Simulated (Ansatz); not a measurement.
# Run report: C2H8O2Si, geometry relaxation (part 2 of 2)

C2H8O2Si; RKS PBE0-D4/def2-TZVP (Ansatz 0.2.0). The geometry: PBE-D4/def2-SVP start.

Geometry of the input (Å):
```
C  -1.2984  -0.7535  0.9342
O  -0.2977  0.2193  1.1616
C  0.9466  -0.0903  0.5175
Si 0.8435  0.4825  -1.3222
O  -0.2841  1.7281  -1.2373
H  -1.5426  -0.8765  -0.1490
H  -0.9976  -1.7518  1.3328
H  -2.2117  -0.4201  1.4642
H  1.7204  0.5155  1.0354
H  1.2239  -1.1617  0.6624
H  0.3849  -0.6073  -2.2574
H  2.1824  0.9718  -1.8029
H  -0.6489  1.7092  -0.3248
```

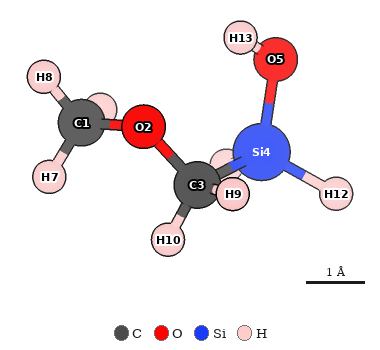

**Figure 1.** The geometry at step 8 of the log (ball-and-stick view, seen at a tilt; atoms are numbered from 1 in the order of the input).

Trajectory as extended XYZ, continued:
```
13
Properties=species:S:1:pos:R:3:forces:R:3 step=3 energy=-14169.35719
C    -1.2827   -0.7657    0.9333    0.0269   0.0315   0.0002
O    -0.2937    0.1999    1.1839    0.0197  -0.0047   0.0086
C     0.9330   -0.0880    0.5203   -0.0476   0.0250  -0.0121
Si    0.8264    0.4796   -1.2935   -0.0762   0.1041  -0.0348
O    -0.2568    1.7284   -1.2670    0.1207  -0.1811   0.1047
H    -1.5081   -0.8569   -0.1371   -0.0115  -0.0058  -0.0343
H    -0.9753   -1.7497    1.3067    0.0085  -0.0420   0.0102
H    -2.1840   -0.4511    1.4574   -0.0327   0.0045   0.0168
H     1.7004    0.4985    1.0311    0.0283   0.0170   0.0288
H     1.2012   -1.1451    0.6397    0.0253  -0.0361   0.0047
H     0.3559   -0.5984   -2.2042   -0.0066  -0.0118  -0.0222
H     2.1534    0.9451   -1.7706    0.0262  -0.0119  -0.0174
H    -0.6492    1.7686   -0.3854   -0.0810   0.1115  -0.0532
13
Properties=species:S:1:pos:R:3:forces:R:3 step=4 energy=-14169.36293
C    -1.2827   -0.7801    0.9293   -0.0027   0.0517   0.0244
O    -0.2927    0.1749    1.2114    0.0257   0.0017  -0.0603
C     0.9326   -0.0788    0.5315   -0.0448   0.0840   0.0413
Si    0.8185    0.4708   -1.2863   -0.0154   0.0306   0.0489
O    -0.2256    1.7462   -1.2777    0.0255  -0.0394   0.0172
H    -1.5235   -0.8245   -0.1407    0.0031  -0.0068  -0.0435
H    -0.9724   -1.7796    1.2554    0.0138  -0.0554   0.0091
H    -2.1794   -0.4890    1.4769    0.0032  -0.0100   0.0063
H     1.6832    0.5353    1.0370    0.0262   0.0106  -0.0136
H     1.2433   -1.1227    0.6551    0.0024  -0.1019   0.0152
H     0.3164   -0.6019   -2.1842   -0.0179  -0.0379  -0.0257
H     2.1561    0.8900   -1.7748    0.0298   0.0054  -0.0200
H    -0.6532    1.8244   -0.4182   -0.0488   0.0675   0.0008
13
Properties=species:S:1:pos:R:3:forces:R:3 step=5 energy=-14169.36555
C    -1.2758   -0.8009    0.9178   -0.0204   0.0052   0.0067
O    -0.2989    0.1592    1.2269    0.0005  -0.0143   0.0024
C     0.9310   -0.0684    0.5503   -0.0130   0.0495   0.0177
Si    0.8026    0.4650   -1.2686    0.0401  -0.0329  -0.0344
O    -0.1900    1.7800   -1.2924   -0.0631   0.0169   0.1635
H    -1.5211   -0.8122   -0.1542    0.0036  -0.0061   0.0305
H    -0.9499   -1.8102    1.2061    0.0023   0.0281  -0.0058
H    -2.1738   -0.5429    1.4817    0.0295  -0.0160  -0.0233
H     1.6702    0.5704    1.0450   -0.0150  -0.0271   0.0039
H     1.2665   -1.1076    0.6820   -0.0067   0.0111  -0.0180
H     0.2532   -0.6122   -2.1384   -0.0122   0.0143   0.0011
H     2.1502    0.8220   -1.7893   -0.0298   0.0079   0.0132
H    -0.6437    1.9229   -0.4524    0.0842  -0.0366  -0.1577
13
Properties=species:S:1:pos:R:3:forces:R:3 step=6 energy=-14169.36643
C    -1.2760   -0.8008    0.9220    0.0013  -0.0120   0.0037
O    -0.3030    0.1660    1.2222   -0.0025  -0.0083  -0.0155
C     0.9271   -0.0660    0.5478    0.0008  -0.0211   0.0104
Si    0.8067    0.4651   -1.2726    0.0074   0.0277  -0.0100
O    -0.1851    1.7805   -1.2904    0.0147   0.0015  -0.0190
H    -1.5195   -0.8260   -0.1499    0.0029   0.0027   0.0188
H    -0.9444   -1.8047    1.2213   -0.0029   0.0193  -0.0034
H    -2.1758   -0.5425    1.4814    0.0119  -0.0030  -0.0087
H     1.6704    0.5628    1.0484   -0.0115  -0.0111  -0.0106
H     1.2534   -1.1090    0.6744   -0.0019   0.0131   0.0033
H     0.2527   -0.6049   -2.1491    0.0113   0.0040   0.0143
H     2.1538    0.8303   -1.7871   -0.0179  -0.0140   0.0023
H    -0.6397    1.9144   -0.4538   -0.0136   0.0011   0.0143
13
Properties=species:S:1:pos:R:3:forces:R:3 step=7 energy=-14169.36667
C    -1.2763   -0.8039    0.9250    0.0056  -0.0034   0.0011
O    -0.3057    0.1665    1.2196   -0.0049  -0.0009  -0.0106
C     0.9243   -0.0664    0.5460    0.0056  -0.0019   0.0053
Si    0.8084    0.4699   -1.2732   -0.0043  -0.0058  -0.0020
O    -0.1791    1.7883   -1.2926    0.0204   0.0030  -0.0213
H    -1.5208   -0.8345   -0.1459    0.0004  -0.0002  -0.0011
H    -0.9412   -1.8048    1.2285   -0.0010  -0.0001   0.0008
H    -2.1759   -0.5457    1.4835   -0.0033   0.0015   0.0041
H     1.6680    0.5591    1.0486    0.0032   0.0034   0.0016
H     1.2490   -1.1097    0.6712   -0.0011  -0.0003  -0.0022
H     0.2545   -0.6002   -2.1481   -0.0043  -0.0011   0.0014
H     2.1562    0.8268   -1.7883   -0.0017   0.0042   0.0037
H    -0.6408    1.9198   -0.4596   -0.0148   0.0016   0.0192
13
Properties=species:S:1:pos:R:3:forces:R:3 step=8 energy=-14169.36689
C    -1.2763   -0.8113    0.9276    0.0068  -0.0008  -0.0013
O    -0.3104    0.1657    1.2146   -0.0045   0.0161   0.0091
C     0.9224   -0.0645    0.5455   -0.0002  -0.0164  -0.0177
Si    0.8095    0.4734   -1.2734    0.0130   0.0123   0.0125
O    -0.1571    1.8068   -1.2918   -0.0108   0.0126   0.0101
H    -1.5190   -0.8526   -0.1433   -0.0028  -0.0036  -0.0012
H    -0.9373   -1.8079    1.2408   -0.0023  -0.0033   0.0002
H    -2.1777   -0.5514    1.4830    0.0027  -0.0029  -0.0021
H     1.6642    0.5612    1.0511   -0.0035   0.0045  -0.0024
H     1.2482   -1.1074    0.6693   -0.0015  -0.0037   0.0043
H     0.2392   -0.5890   -2.1468   -0.0023  -0.0109   0.0014
H     2.1605    0.8156   -1.7905   -0.0080  -0.0002   0.0004
H    -0.6456    1.9266   -0.4716    0.0134  -0.0036  -0.0132
13
Properties=species:S:1:pos:R:3:forces:R:3 step=9 energy=-14169.36703
C    -1.2759   -0.8193    0.9299   -0.0012  -0.0013  -0.0034
O    -0.3167    0.1665    1.2091   -0.0098   0.0074   0.0084
C     0.9184   -0.0628    0.5439    0.0127  -0.0064  -0.0194
Si    0.8104    0.4776   -1.2741    0.0005   0.0048   0.0193
O    -0.1393    1.8234   -1.2929   -0.0189   0.0082   0.0258
H    -1.5172   -0.8726   -0.1408    0.0004  -0.0011   0.0024
H    -0.9314   -1.8108    1.2531   -0.0004   0.0004   0.0001
H    -2.1796   -0.5599    1.4817    0.0004  -0.0023  -0.0012
H     1.6582    0.5632    1.0519    0.0001   0.0036   0.0012
H     1.2443   -1.1057    0.6682   -0.0015   0.0001   0.0026
H     0.2259   -0.5825   -2.1417    0.0013  -0.0004  -0.0045
H     2.1631    0.8068   -1.7944   -0.0064  -0.0044  -0.0016
H    -0.6397    1.9412   -0.4792    0.0229  -0.0086  -0.0298
13
Properties=species:S:1:pos:R:3:forces:R:3 step=10 energy=-14169.36710
C    -1.2756   -0.8257    0.9317   -0.0021  -0.0036  -0.0032
O    -0.3221    0.1674    1.2050   -0.0114  -0.0013   0.0059
C     0.9153   -0.0611    0.5434    0.0107  -0.0027  -0.0165
Si    0.8102    0.4805   -1.2740   -0.0003   0.0046   0.0008
O    -0.1254    1.8364   -1.2930   -0.0091  -0.0042   0.0199
H    -1.5147   -0.8893   -0.1391    0.0028   0.0014   0.0055
H    -0.9264   -1.8129    1.2635   -0.0008   0.0051  -0.0010
H    -2.1817   -0.5670    1.4797   -0.0001  -0.0007  -0.0007
H     1.6532    0.5658    1.0533    0.0003   0.0015  -0.0002
H     1.2415   -1.1038    0.6687   -0.0003   0.0034   0.0010
H     0.2160   -0.5751   -2.1414   -0.0028   0.0027   0.0038
H     2.1638    0.7972   -1.7990    0.0001  -0.0014   0.0034
H    -0.6335    1.9527   -0.4843    0.0130  -0.0048  -0.0189
13
Properties=species:S:1:pos:R:3:forces:R:3 step=11 energy=-14169.36713
C    -1.2753   -0.8285    0.9317   -0.0003  -0.0025  -0.0018
O    -0.3243    0.1675    1.2034   -0.0060  -0.0020   0.0026
C     0.9143   -0.0600    0.5428    0.0054   0.0010  -0.0081
Si    0.8099    0.4815   -1.2741   -0.0055   0.0026   0.0016
O    -0.1194    1.8418   -1.2923    0.0028  -0.0076   0.0050
H    -1.5125   -0.8960   -0.1391    0.0016   0.0012   0.0035
H    -0.9246   -1.8138    1.2673   -0.0008   0.0034  -0.0007
H    -2.1829   -0.5700    1.4774    0.0002   0.0001  -0.0002
H     1.6510    0.5683    1.0530   -0.0004   0.0001   0.0007
H     1.2416   -1.1022    0.6692    0.0003   0.0017   0.0004
H     0.2088   -0.5721   -2.1390    0.0007   0.0037   0.0010
H     2.1644    0.7919   -1.8001   -0.0005  -0.0007   0.0003
H    -0.6305    1.9568   -0.4856    0.0025  -0.0009  -0.0043
13
Properties=species:S:1:pos:R:3:forces:R:3 step=12 energy=-14169.36714
C    -1.2753   -0.8302    0.9317    0.0006  -0.0002  -0.0003
O    -0.3255    0.1671    1.2028    0.0000  -0.0001  -0.0001
C     0.9138   -0.0593    0.5427    0.0000   0.0003  -0.0014
Si    0.8096    0.4818   -1.2740   -0.0033   0.0034  -0.0002
O    -0.1155    1.8448   -1.2917    0.0024  -0.0049   0.0023
H    -1.5112   -0.8995   -0.1391    0.0000   0.0001   0.0004
H    -0.9238   -1.8145    1.2692   -0.0004   0.0003  -0.0002
H    -2.1836   -0.5717    1.4762    0.0000  -0.0001   0.0000
H     1.6495    0.5701    1.0530   -0.0003   0.0003   0.0002
H     1.2423   -1.1009    0.6698    0.0003  -0.0005   0.0004
H     0.2046   -0.5698   -2.1384    0.0005   0.0005   0.0003
H     2.1646    0.7883   -1.8011   -0.0001  -0.0001   0.0001
H    -0.6290    1.9588   -0.4865    0.0003   0.0010  -0.0016
```

Key numbers:

```csv
quantity,value
outcome,converged
total energy,−14169.3672 eV
mean-field energy,−14169.1533 eV
dispersion energy,−0.2139 eV
SCF solution under orbital rotations,stable
largest force (length of the vector) at the end,0.006 eV/Å
dipole moment,1.94 D
hardware,"4 threads of Arm Neoverse V2, 23 GiB of memory available, shared host"
wall time,35 s (CPU time 2.2 min)
peak memory,0.57 GiB
```
